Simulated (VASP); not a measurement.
Band structure of BN (wurtzite). Method: r2SCAN meta-GGA, VASP's PBE PAW potentials (set 64) (plane waves; VASP).

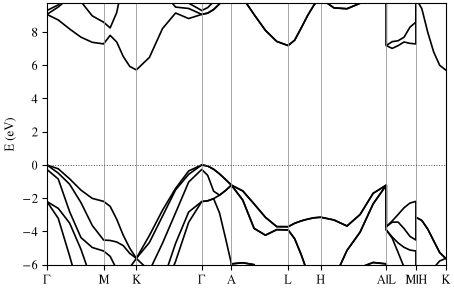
*Bands along high-symmetry lines, zero at the valence-band maximum or, without a gap, the Fermi level*

**Question.** Read the plot: is there a gap, and where are the band edges?

**Answer.** The gap is indirect, 5.72 eV, from the valence maximum at Γ to the conduction minimum at K.

The compound is BN in the wurtzite structure, a metastable high-pressure form. It was relaxed first.
